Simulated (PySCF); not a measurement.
Coordinates of C₆H₁₀FN, SMILES C=C1C[C@@H](N)C[C@H]1F (Å):

```xyz
18

C      2.5769    -0.1075     0.0952
C      1.2678     0.0129    -0.0281
C      0.2625    -1.1007    -0.1079
C     -1.0778    -0.4218    -0.4292
N     -2.1963    -1.2105     0.0353
C     -0.9243     0.9812     0.1943
C      0.5334     1.3344    -0.0765
F      1.0250     2.2309     0.8521
H      3.0538    -1.0714     0.1415
H      3.2148     0.7564     0.1700
H      0.5318    -1.8498    -0.8505
H      0.1885    -1.6064     0.8582
H     -1.1834    -0.3197    -1.5155
H     -3.0758    -0.7801    -0.2257
H     -2.1762    -1.2946     1.0467
H     -1.6231     1.7101    -0.2142
H     -1.0688     0.9225     1.2761
H      0.6625     1.8205    -1.0535
```

GIAO shifts, PBE0/pcSseg-1 in PySCF, at a GFN2-xTB geometry (no frequency check), against NH₃ for ¹⁵N computed at the same level (¹⁵N: a single molecule, while the usual scales start at liquid NH₃ or nitromethane; multiply bonded nitrogen can come out tens of ppm too deshielded). Gas phase, fully decoupled, line heights follow the number of nuclei, widths are arbitrary (no quadrupolar broadening); values of one conformer, averaged over nuclei that symmetry, rotation about single bonds or inversion at nitrogen exchange, these motions taken as fast; other conformers aren't averaged in.

Question: Which ¹⁵N signals does it give?

Answer: 1 signal.


```tsv
δ (ppm)	nuclei	atoms
52.0	1	N5
```

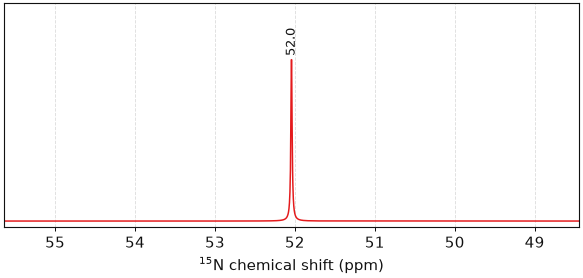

Caveats: the tight-binding geometry is rougher than a DFT one and adds to the error.
